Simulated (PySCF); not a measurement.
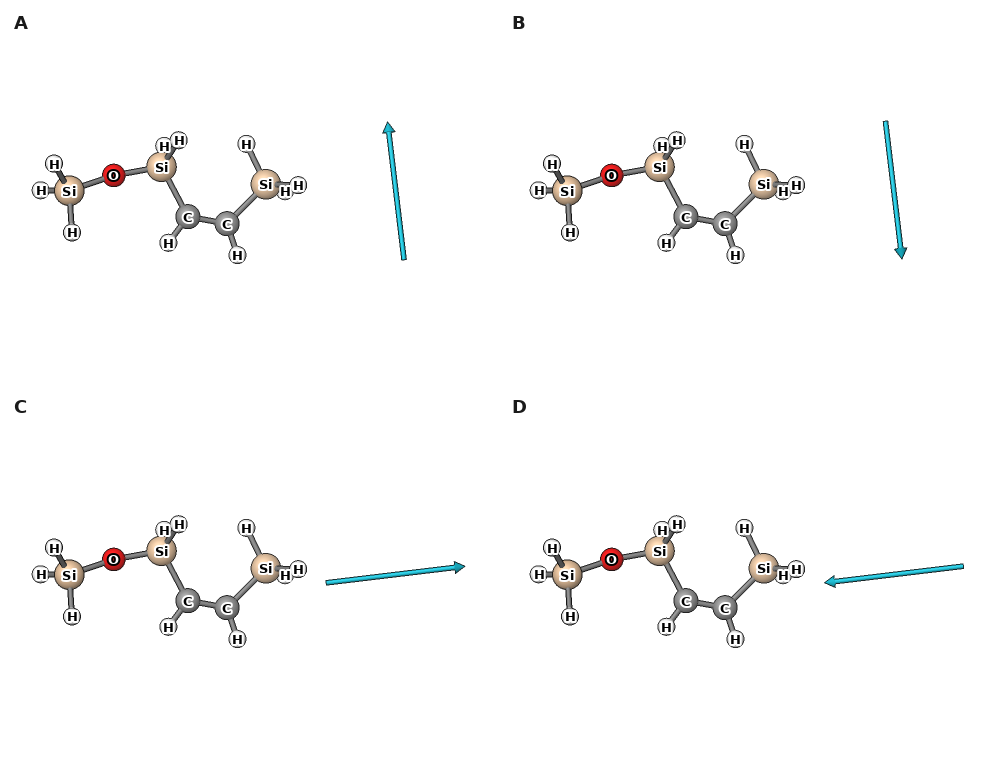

The same molecule four times, each with an arrow. The computed structure is the end point of a PBE0-D3(BJ)/def2-SVP optimisation. No frequency run is at hand to confirm it as a minimum. Method: PBE0/pcSseg-1, gas phase (PySCF 2.14.0).

> Which arrow points along the dipole moment, from the negative to the positive end?

B. The dipole moment is 0.86 D.
